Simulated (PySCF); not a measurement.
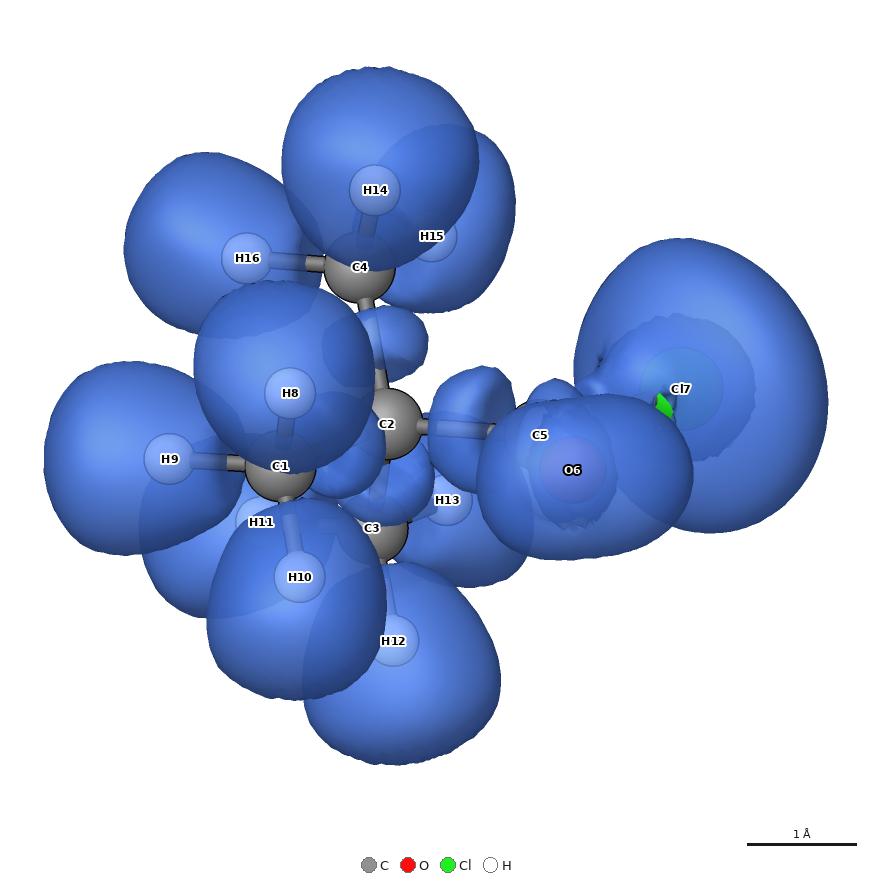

Figure 1: C5H9ClO (Pivaloyl Chloride). Isosurface of the electron localisation function at 0.75 (blue), seen at an oblique angle. Only the valence region is drawn (cores and ρ < 0.01 e/Å³ removed).

Geometry: PBE0-D3(BJ)/def2-TZVP.

All numbers below come from PBE0/pcSseg-2, SCF density, gas phase, non-relativistic (PySCF).

Input file:

```
{"job": {"kind": "nmr", "xc": "PBE0", "basis": "pcSseg-2"}, "charge": 0, "multiplicity": 1}
C      0.089906     1.361456    -0.708788
C     -0.067408     0.032973     0.023651
C     -0.099167    -1.121313    -0.979100
C      1.080565    -0.161756     1.015645
C     -1.382247     0.077523     0.782402
O     -2.157589     0.965710     0.815594
Cl    -1.734429    -1.420520     1.717334
H      0.105215     2.199383    -0.010594
H      1.029171     1.356227    -1.265447
H     -0.728570     1.525816    -1.410802
H      0.836378    -1.122750    -1.542911
H     -0.922137    -1.008308    -1.688131
H     -0.201180    -2.084029    -0.478803
H      1.091016     0.627175     1.770935
H      1.013701    -1.124657     1.521521
H      2.026276    -0.121245     0.470759
```

Run with:

```sh
OMP_NUM_THREADS=2 python probes_run.py task.json out
```

> Where are the electrons localised?

The ELF exceeds this value in four regions between bonded C–C atoms (shared pairs), nine regions around hydrogen nuclei, one region on Cl in which the atom's valence shell and bonds are merged and one region on O in which the atom's valence shell and bonds are merged. Profiles from the grid: C–O (1.18 Å): the ELF peaks at about 0.85 between the atoms; a short, multiple covalent bond. C–C (1.52 Å): the ELF peaks at about 0.95 between the atoms; a shared electron pair.
